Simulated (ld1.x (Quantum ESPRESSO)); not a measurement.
# Pseudopotential generation, with input and output: Rb

System: rubidium (Rb, Z = 37), core [Kr], reference valence 4d1 5s0 5p0, valence charge 1.
Method: ultrasoft potential, PW91, scalar-relativistic, made with ld1.x (Quantum ESPRESSO) 7.5.

Results in brief:

- outcome: generated, but the overlap operator is not positive, so unusable; ld1.x warns of wrong node counts
- configuration tests: test run stopped at test 1 of 4 (negative rho)
- lowest eigenvalue of the overlap operator S in a Bessel basis (separate test): -0.87 (s channel); it is negative, so in a basis up to 400 Ry S is not positive definite
- density cutoff estimated by the generator: 45 Ry
- range over which the phases arctan(r u′/u) at the test radius agree within 0.05 rad (a looser test near the poles than one of phase shifts): s: up to about -0.1 Ry; p: between about -0.4 and 1.9 Ry; d: up to about 0.5 Ry
- hardware: 1 CPU thread, shared host
- wall time: 1.1 s

Remarks:

The s and p channels couldn't be tested for ghost states or cutoffs, since the overlap operator isn't positive definite there. ld1.x warns that it found 1 node in place of 0 for 5s and 1 node in place of 0 for 5p. It picks states by counting nodes, so it can end on another state than the one meant. The reference test prints no difference at all for these shells, which can mean that ld1.x kept the all-electron value without solving for the state.

Input file:
```
 &input
   title='Rb', zed=37., rel=1, dft='PW91', iswitch=3,
   config='[Kr] 4d1 5s0 5p0',
   nld=3, rlderiv=4.65, eminld=-2.0, emaxld=5.0, deld=0.02
 /
 &inputp
   pseudotype=3, tm=.true., lloc=-1, rcloc=2.80,
   nlcc=.false.,
   which_augfun='PSQ', rmatch_augfun_nc=.true.,
   file_pseudopw='Rb.UPF', file_wfcaegen='ae.wfc', file_wfcncgen='nc.wfc', file_beta='beta', file_chi='chi', file_wfcusgen='us.wfc'
 /
6
5S  1  0   0.00   0.00  3.05  3.70  0.0
5S  1  0   0.00   0.25  3.05  3.70  0.0
5P  2  1   0.00   0.00  2.70  3.55  0.0
5P  2  1   0.00   1.45  2.70  3.55  0.0
4D  3  2   1.00   0.00  4.00  4.30  0.0
4D  3  2   0.00   2.75  4.00  4.30  0.0
 &test
   configts(1)='4d1 5s0 5p0'
 /
```

Input of the test run:
```
 &input
   title='Rb', zed=37., rel=1, dft='PW91', iswitch=2,
   config='[Kr] 4d1 5s0 5p0'
 /
 &test
   file_pseudo='Rb.UPF', nconf=5,
   configts(1)='4d1 5s0 5p0',
   configts(2)='4d0 5s1 5p0',
   configts(3)='4d0 5s0.5 5p0',
   configts(4)='4d0 5s0 5p1',
   configts(5)='4d0.5 5s0.5 5p0'
 /
```

Launched with:
```bash
ld1.x < Rb.in > Rb.out
```

The program's output:
```
     Program LD1 v.7.5
     --------------------------- All-electron run ----------------------------

     Rb
     scalar relativistic calculation

     atomic number is 37.00
     dft =PW91   lsd =0 sic =0 latt =0  beta=0.20 tr2=1.0E-14
     Exchange-correlation= PW91
                           (   1   4   2   2   0   0   0)
     mesh =1219 r(mesh) = 100.89517 a.u. xmin = -7.00 dx = 0.01250
     1 Ry =  13.60569312 eV, c = 137.03599908

     n l     nl                  e(Ry)          e(Ha)          e(eV)
     1 0     1S 1( 2.00)     -1105.2446      -552.6223    -15037.6185
     2 0     2S 1( 2.00)      -147.7267       -73.8634     -2009.9244
     2 1     2P 1( 6.00)      -130.9870       -65.4935     -1782.1689
     3 0     3S 1( 2.00)       -21.9978       -10.9989      -299.2953
     3 1     3P 1( 6.00)       -16.6286        -8.3143      -226.2432
     4 0     4S 1( 2.00)        -2.4398        -1.2199       -33.1949
     4 1     4P 1( 6.00)        -1.2674        -0.6337       -17.2432
     3 2     3D 1(10.00)        -7.7442        -3.8721      -105.3657
     4 2     4D 1( 1.00)        -0.0465        -0.0232        -0.6322
     5 0     5S 1( 0.00)        -0.2099        -0.1050        -2.8564
     5 1     5P 1( 0.00)        -0.0976        -0.0488        -1.3286

     final scf error:  9.0E-15 reached in  33 iterations

     Etot =   -5963.407798 Ry,   -2981.703899 Ha,  -81136.296461 eV

     Ekin =    6107.420278 Ry,    3053.710139 Ha,   83095.686069 eV
     Encl =  -14367.132883 Ry,   -7183.566442 Ha, -195474.801066 eV
     Eh   =    2498.783127 Ry,    1249.391563 Ha,   33997.676401 eV
     Exc  =    -202.478318 Ry,    -101.239159 Ha,   -2754.857864 eV

     normalization and overlap integrals

     s(1S/1S) =  1.000000  <r> =   0.0403  <r2> =    0.0022  r(max) =   0.0264
     s(2S/2S) =  1.000000  <r> =   0.1778  <r2> =    0.0373  r(max) =   0.1498
     s(2P/2P) =  1.000000  <r> =   0.1551  <r2> =    0.0294  r(max) =   0.1196
     s(3S/3S) =  1.000000  <r> =   0.5106  <r2> =    0.2995  r(max) =   0.4500
     s(3P/3P) =  1.000000  <r> =   0.5188  <r2> =    0.3145  r(max) =   0.4444
     s(4S/4S) =  1.000000  <r> =   1.4543  <r2> =    2.4132  r(max) =   1.2543
     s(4P/4P) =  1.000000  <r> =   1.7221  <r2> =    3.4426  r(max) =   1.4213
     s(3D/3D) =  1.000000  <r> =   0.5253  <r2> =    0.3381  r(max) =   0.3922
     s(4D/4D) =  1.000000  <r> =   7.9310  <r2> =   80.1529  r(max) =   7.1284
     s(5S/5S) =  1.000000  <r> =   5.1460  <r2> =   30.7472  r(max) =   4.0616
     s(5P/5P) =  1.000000  <r> =   7.7040  <r2> =   68.0596  r(max) =   6.6133

     ------------------------ End of All-electron run ------------------------

     --------------------- Generating US pseudopotential ---------------------

      Generating local potential from pseudized AE potential:
      Matching radius rcloc =   2.8000

      Local pseudo, rcloc= 2.827 Estimated cut-off energy=     3.09 Ry
      Wfc-us  5S rcutus= 3.721  Estimated cut-off energy=     8.81 Ry
      Wfc-us  5S rcutus= 3.721  Estimated cut-off energy=     3.81 Ry
      Wfc-us  5P rcutus= 3.540  Estimated cut-off energy=    13.23 Ry
      Wfc-us  5P rcutus= 3.540  Estimated cut-off energy=     7.67 Ry
      Wfc-us  4D rcutus= 4.324  Estimated cut-off energy=     5.90 Ry
      Wfc-us  4D rcutus= 4.324  Estimated cut-off energy=    10.22 Ry

     Q pseudized with Bessel functions
     Expected ecutrho=      45.2167 due to l1=  1   l2=  2

     ------------------- End of pseudopotential generation -------------------

     --------------------------- All-electron run ----------------------------

     Rb
     scalar relativistic calculation

     atomic number is 37.00
     dft =PW91   lsd =0 sic =0 latt =0  beta=0.20 tr2=1.0E-14
     Exchange-correlation= PW91
                           (   1   4   2   2   0   0   0)
     mesh =1219 r(mesh) = 100.89517 a.u. xmin = -7.00 dx = 0.01250
     1 Ry =  13.60569312 eV, c = 137.03599908

     n l     nl                  e(Ry)          e(Ha)          e(eV)
     1 0     1S 1( 2.00)     -1105.2446      -552.6223    -15037.6185
     2 0     2S 1( 2.00)      -147.7267       -73.8634     -2009.9244
     2 1     2P 1( 6.00)      -130.9870       -65.4935     -1782.1689
     3 0     3S 1( 2.00)       -21.9978       -10.9989      -299.2953
     3 1     3P 1( 6.00)       -16.6286        -8.3143      -226.2432
     4 0     4S 1( 2.00)        -2.4398        -1.2199       -33.1949
     4 1     4P 1( 6.00)        -1.2674        -0.6337       -17.2432
     3 2     3D 1(10.00)        -7.7442        -3.8721      -105.3657
     4 2     4D 1( 1.00)        -0.0465        -0.0232        -0.6322
     5 0     5S 1( 0.00)        -0.2099        -0.1050        -2.8564
     5 1     5P 1( 0.00)        -0.0976        -0.0488        -1.3286

     final scf error:  9.0E-15 reached in  33 iterations

     Etot =   -5963.407798 Ry,   -2981.703899 Ha,  -81136.296461 eV

     Ekin =    6107.420278 Ry,    3053.710139 Ha,   83095.686069 eV
     Encl =  -14367.132883 Ry,   -7183.566442 Ha, -195474.801066 eV
     Eh   =    2498.783127 Ry,    1249.391563 Ha,   33997.676401 eV
     Exc  =    -202.478318 Ry,    -101.239159 Ha,   -2754.857864 eV

     normalization and overlap integrals

     s(1S/1S) =  1.000000  <r> =   0.0403  <r2> =    0.0022  r(max) =   0.0264
     s(2S/2S) =  1.000000  <r> =   0.1778  <r2> =    0.0373  r(max) =   0.1498
     s(2P/2P) =  1.000000  <r> =   0.1551  <r2> =    0.0294  r(max) =   0.1196
     s(3S/3S) =  1.000000  <r> =   0.5106  <r2> =    0.2995  r(max) =   0.4500
     s(3P/3P) =  1.000000  <r> =   0.5188  <r2> =    0.3145  r(max) =   0.4444
     s(4S/4S) =  1.000000  <r> =   1.4543  <r2> =    2.4132  r(max) =   1.2543
     s(4P/4P) =  1.000000  <r> =   1.7221  <r2> =    3.4426  r(max) =   1.4213
     s(3D/3D) =  1.000000  <r> =   0.5253  <r2> =    0.3381  r(max) =   0.3922
     s(4D/4D) =  1.000000  <r> =   7.9310  <r2> =   80.1529  r(max) =   7.1284
     s(5S/5S) =  1.000000  <r> =   5.1460  <r2> =   30.7472  r(max) =   4.0616
     s(5P/5P) =  1.000000  <r> =   7.7040  <r2> =   68.0596  r(max) =   6.6133

     ------------------------ End of All-electron run ------------------------

     Computing logarithmic derivative in   4.63136

       Warning: n=1, l=0 expected 0 nodes, found 1
       Setting wfc to zero for this iteration
       (This warning will only be printed once per wavefunction)

       Zero norm: self consistency problem; state:  2 (l=  0, j=0.0)

       Warning: n=2, l=1 expected 0 nodes, found 1
       Setting wfc to zero for this iteration
       (This warning will only be printed once per wavefunction)

       Zero norm: self consistency problem; state:  3 (l=  1, j=0.0)
     Computing logarithmic derivative in   4.63136
     Computing the partial wave expansion
     R is outside the sphere for l=    0 j= 0.00
     R is outside the sphere for l=    0 j= 0.00
     R is outside the sphere for l=    1 j= 0.00
     R is outside the sphere for l=    1 j= 0.00
     R is outside the sphere for l=    2 j= 0.00
     R is outside the sphere for l=    2 j= 0.00

     ---------------------- Testing the pseudopotential ----------------------

     Rb
     scalar relativistic calculation

     atomic number is 37.00   valence charge is  1.00
     dft =PW91   lsd =0 sic =0 latt =0  beta=0.20 tr2=1.0E-14
     mesh =1219 r(mesh) = 100.89517 xmin = -7.00 dx = 0.01250

     n l     nl             e AE (Ry)        e PS (Ry)    De AE-PS (Ry)
     3 2     4D   1( 1.00)       -0.04647       -0.04647        0.00000
     1 0     5S   1( 0.00)       -0.20994       -0.20994        0.00000
     2 1     5P   1( 0.00)       -0.09765       -0.09765        0.00000

     eps = 9.9E-15  iter =  5

     Etot =   -5963.407798 Ry,   -2981.703899 Ha,  -81136.296461 eV
     Etotps =    -0.128934 Ry,      -0.064467 Ha,      -1.754242 eV

     Ekin =       0.231770 Ry,       0.115885 Ha,       3.153396 eV
     Encl =      -0.488146 Ry,      -0.244073 Ha,      -6.641570 eV
     Ehrt =       0.116472 Ry,       0.058236 Ha,       1.584684 eV
     Ecxc =      -0.113085 Ry,      -0.056542 Ha,      -1.538597 eV
     Epseu=       0.124054 Ry,       0.062027 Ha,       1.687844 eV

     ---------------------- End of pseudopotential test ----------------------
```

Output of the test run (extracts):
```
     ---------------------- Testing the pseudopotential ----------------------

     Rb
     scalar relativistic calculation

     atomic number is 37.00   valence charge is  1.00
     dft =PW91   lsd =0 sic =0 latt =0  beta=0.20 tr2=1.0E-14
     mesh =1219 r(mesh) = 100.89517 xmin = -7.00 dx = 0.01250

     n l     nl             e AE (Ry)        e PS (Ry)    De AE-PS (Ry)
     3 2     4D   1( 1.00)       -0.04647       -0.04647        0.00000
     1 0     5S   1( 0.00)       -0.20994       -0.20994        0.00000
     2 1     5P   1( 0.00)       -0.09765       -0.09765        0.00000

     eps = 6.2E-15  iter =  3

     Etot =   -5963.407798 Ry,   -2981.703899 Ha,  -81136.296461 eV
     Etotps =    -0.128934 Ry,      -0.064467 Ha,      -1.754242 eV

     Ekin =       0.231770 Ry,       0.115885 Ha,       3.153396 eV
     Encl =      -0.488146 Ry,      -0.244073 Ha,      -6.641571 eV
     Ehrt =       0.116472 Ry,       0.058236 Ha,       1.584684 eV
     Ecxc =      -0.113085 Ry,      -0.056542 Ha,      -1.538597 eV
     Epseu=       0.124054 Ry,       0.062027 Ha,       1.687845 eV

     ---------------------- End of pseudopotential test ----------------------
```

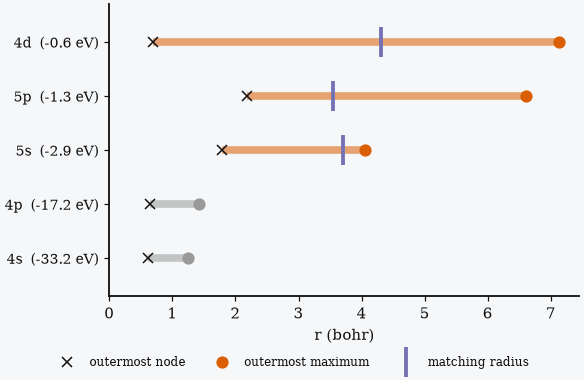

Outer shells of the all-electron reference atom: each bar runs from the outermost node (or the nucleus) to the outermost maximum of u(r); the tick is the radius chosen for the pseudo-wave. Shells without a tick have no pseudo-wave of their own. Levels, nodes and maxima are from ld1.x, scalar-relativistic.

- Radii against the shells: 5s: 3.70 bohr, between node and maximum; 5p: 3.55 bohr, between node and maximum; 4d: 4.30 bohr, between node and maximum. The s and p channels couldn't be tested for ghost states or cutoffs, since the overlap operator isn't positive definite there.

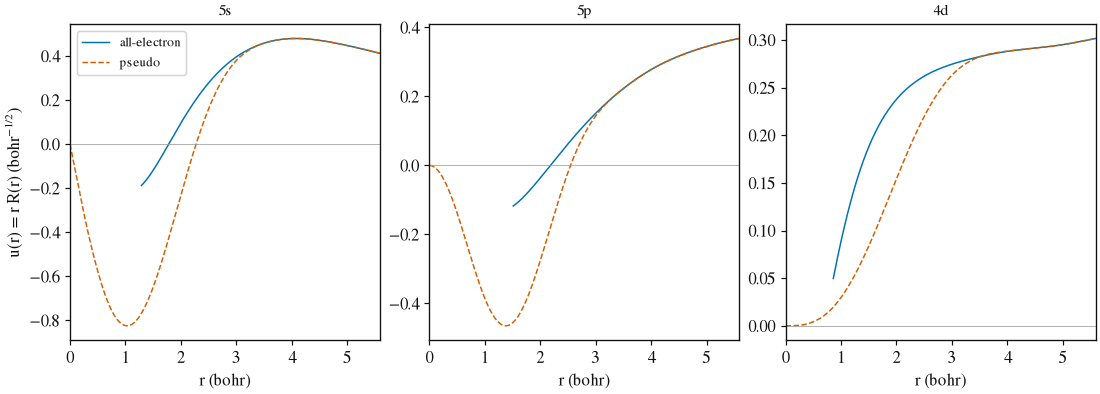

Pseudo-waves (dashed) against the all-electron radial functions (solid). The innermost oscillations of some all-electron curves aren't drawn. Reference configuration 4d1 5s0 5p0.

- Matching radii: 5s at 3.70 bohr; 5p at 3.55 bohr; 4d at 4.30 bohr. The curves merge smoothly, so the plot gives these only roughly.
- Nodes of the pseudo-waves: 5s has a node at about 2.3 bohr; 5p has a node at about 2.5 bohr; 4d has no node. The node in 5s and 5p is a flaw: the lowest valence state of a channel should be nodeless. The potential isn't sound: its overlap operator has a negative eigenvalue, -0.87.
